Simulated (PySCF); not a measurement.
Frequency calculation of WH3O3

The run: frequency calculation of WH3O3, multiplicity 2. Method and program: UKS-based PBE0, W def2-TZVP with ECP60, O def2-TZVP, H def2-TZVP; non-relativistic Hamiltonian with a scalar-relativistic core potential; density fitting (PySCF 2.14.0).

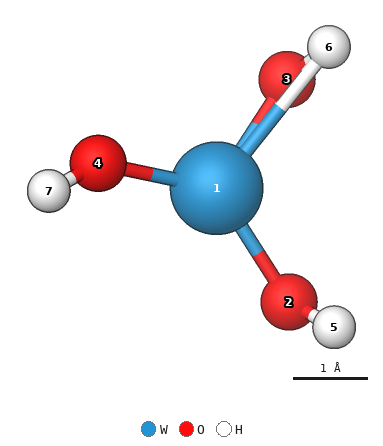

Fig. 1: The structure (ball-and-stick view, seen at a tilt; atoms are numbered from 1 in the order of the input). Sticks mark near contacts. Bond lengths as drawn: H–O 0.96 to 0.97 Å, H–W 2.47 Å and O–W 1.84 to 1.88 Å.

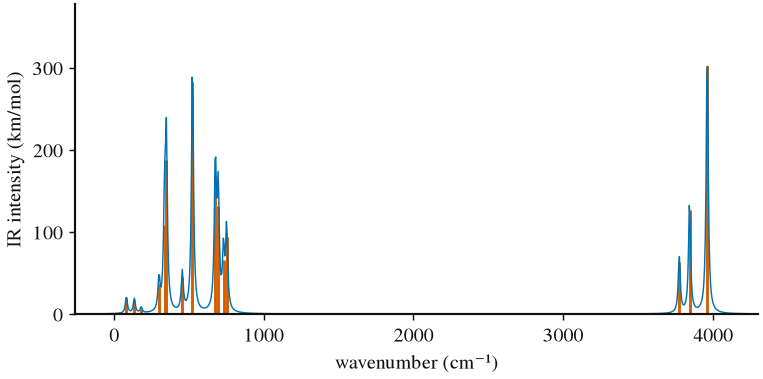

Fig. 2: Harmonic infrared spectrum, unscaled: sticks (degenerate modes added up, dark ones marked on the axis) with a Lorentzian envelope of 16 cm⁻¹ full width, scaled to the tallest stick. 15 modes from 84 to 3963 cm⁻¹, none imaginary. The strongest line is at 3963 cm⁻¹ (302 km/mol). All modes, in cm⁻¹ (km/mol): 84 (19.1), 137 (16.6), 183 (6.4), 302 (37), 339 (108), 351 (188), 458 (45), 526 (283), 678 (168), 698 (132), 733 (65), 754 (94), 3777 (64), 3845 (127), 3963 (302).

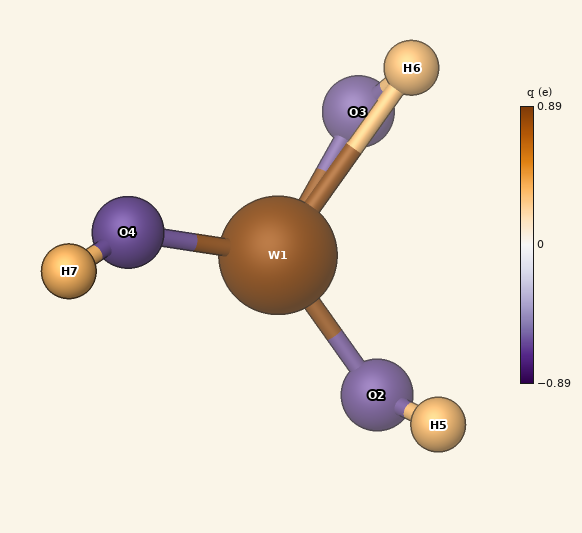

Fig. 3: Mulliken charges, as the colour of each atom (ball-and-stick view, seen at a tilt; atoms are numbered from 1 in the order of the input). By element: W +0.85, O −0.63 to −0.62 and H +0.33 to +0.36 e.

The input and output of the run follow.

**The input**
```python
from pyscf import gto, scf, dft
mol = gto.M(atom='''
W     -0.014478    -0.026223     0.009139
O      1.840146    -0.218100    -0.056244
O     -0.461806     1.791552    -0.118785
O     -1.403900    -1.207024     0.232702
H      2.382839    -0.209293     0.738642
H     -0.551176     2.274502     0.712951
H     -1.621090    -2.099990     0.494625''',
    basis={'W': 'def2-TZVP', 'O': 'def2-TZVP', 'H': 'def2-TZVP'},
    ecp={'W': 'def2-TZVP'},
    charge=0, spin=1)
mf = dft.UKS(mol, xc='PBE0')
mf.grids.atom_grid = (75, 302)
aux = {'W': 'def2-universal-JKFIT', 'O': 'def2-universal-JKFIT', 'H': 'def2-universal-JKFIT'}
mf = mf.density_fit(auxbasis=aux)
mf.conv_tol = 1e-09
mf.diis_space = 10
mf.max_cycle = 60
mf.verbose = 4
mf.kernel()
```

The script is an equivalent of the set-up of the self-consistent field. The run itself was carried out by a driver, which started from the orbitals of the step before it where there was one and computed the further properties.

Launched with:
```bash
OMP_NUM_THREADS=4 python axn.py task.json out
```

**Log**
```
init E= -294.480774463381
  alpha nocc = 21  HOMO = -0.194634309523074  LUMO = -0.0389345812166543
  beta  nocc = 20  HOMO = -0.183410824313761  LUMO = -0.0474275559485016
  HOMO = -0.183410824314  LUMO = -0.0474275559485  gap/eV = 3.70029
cycle= 1 E= -294.480774463392  delta_E= -1.15e-11  |g|= 1.08e-05  |ddm|= 1.92e-05
  alpha nocc = 21  HOMO = -0.194630919517717  LUMO = -0.0389311373933617
  beta  nocc = 20  HOMO = -0.183407838193599  LUMO = -0.0474239752107287
  HOMO = -0.183407838194  LUMO = -0.0474239752107  gap/eV = 3.70031
cycle= 2 E= -294.480774463265  delta_E= 1.27e-10  |g|= 2.26e-05  |ddm|= 2.74e-05
  alpha nocc = 21  HOMO = -0.194633047948754  LUMO = -0.0389332675466755
  beta  nocc = 20  HOMO = -0.183409862020859  LUMO = -0.0474260894211231
  HOMO = -0.183409862021  LUMO = -0.0474260894211  gap/eV = 3.70031
cycle= 3 E= -294.480774463476  delta_E= -2.11e-10  |g|= 1.71e-06  |ddm|= 1.7e-05
  alpha nocc = 21  HOMO = -0.194633223311528  LUMO = -0.0389334120780326
  beta  nocc = 20  HOMO = -0.183410079700987  LUMO = -0.0474261959584481
  HOMO = -0.183410079701  LUMO = -0.0474261959584  gap/eV = 3.70031
cycle= 4 E= -294.4807744635  delta_E= -2.4e-11  |g|= 1.65e-06  |ddm|= 8.18e-06
  alpha nocc = 21  HOMO = -0.194633052924282  LUMO = -0.0389332161121048
  beta  nocc = 20  HOMO = -0.183410038663691  LUMO = -0.0474258919239633
  HOMO = -0.183410038664  LUMO = -0.047425891924  gap/eV = 3.70032
Extra cycle  E= -294.480774463515  delta_E= -1.46e-11  |g|= 1.7e-06  |ddm|= 9.35e-06
converged SCF energy = -294.480774463515  <S^2> = 0.83150214  2S+1 = 2.0799059
```

**Results in brief**

```tsv
quantity	value
outcome	converged
total energy	−294.480774 hartree
⟨S²⟩	0.832
zero-point energy	0.038338 hartree
dipole moment	3.07 D
wavenumbers, lowest and highest	84 and 3963 cm⁻¹
hardware	4 threads of Arm Neoverse V1, 24 GiB of memory available, shared host
wall time	10 min (CPU time 31 min)
peak memory	2.2 GiB
```

**Notes**

⟨S²⟩ is 0.83 against 0.75 for a pure state: the solution is spin-contaminated.
